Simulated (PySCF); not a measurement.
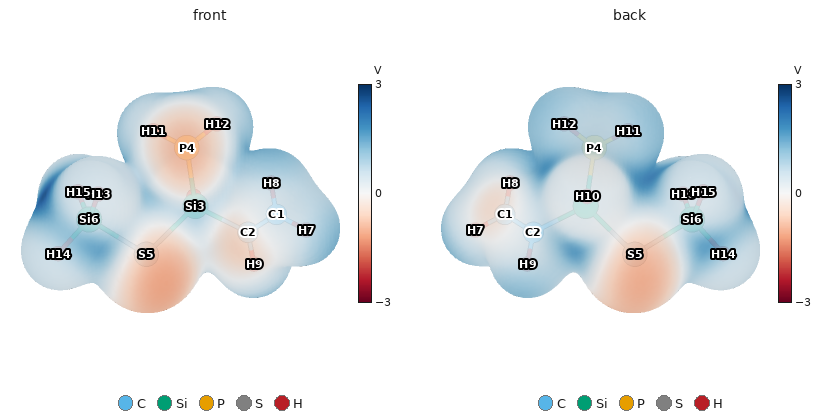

*C2H9PSSi2. The electrostatic potential painted on the density surface at 0.004 e/bohr³, seen from the front and from behind; red is negative and blue positive.*

Geometry: GFN2-xTB.

Method: PBE0/pcSseg-1, SCF density, gas phase, non-relativistic (PySCF 2.14.0).

```yaml
atoms:
  - { symbol: C, position_ang: [-2.8757, -0.1656, -0.8009] }
  - { symbol: C, position_ang: [-1.9356, -0.9820, -0.3533] }
  - { symbol: Si, position_ang: [-0.2925, -0.3878, 0.3447] }
  - { symbol: P, position_ang: [-0.1167, 1.8155, -0.0641] }
  - { symbol: S, position_ang: [1.2279, -1.5567, -0.6595] }
  - { symbol: Si, position_ang: [2.9609, -0.2945, -0.7559] }
  - { symbol: H, position_ang: [-3.8088, -0.5171, -1.2133] }
  - { symbol: H, position_ang: [-2.7465, 0.9075, -0.7767] }
  - { symbol: H, position_ang: [-2.0909, -2.0513, -0.4040] }
  - { symbol: H, position_ang: [-0.1653, -0.7307, 1.7688] }
  - { symbol: H, position_ang: [0.9634, 2.0083, 0.7802] }
  - { symbol: H, position_ang: [-1.0212, 2.1526, 0.9254] }
  - { symbol: H, position_ang: [2.6054, 0.9203, -1.4795] }
  - { symbol: H, position_ang: [3.9238, -1.1273, -1.4514] }
  - { symbol: H, position_ang: [3.3673, 0.0168, 0.6120] }
```

Question: Which sites attract a positive test charge, and which a negative one?

Answer: A positive charge is drawn to the negative regions and a negative charge to the positive ones. The most negative region (about −1.1 V, or −25 kcal/mol for a unit charge) lies over S5, the most positive (about +2.4 V, or +55 kcal/mol for a unit charge) over Si6.

Question: How polar is the molecule by this calculation?

Answer: Its dipole moment is 1.50 D.
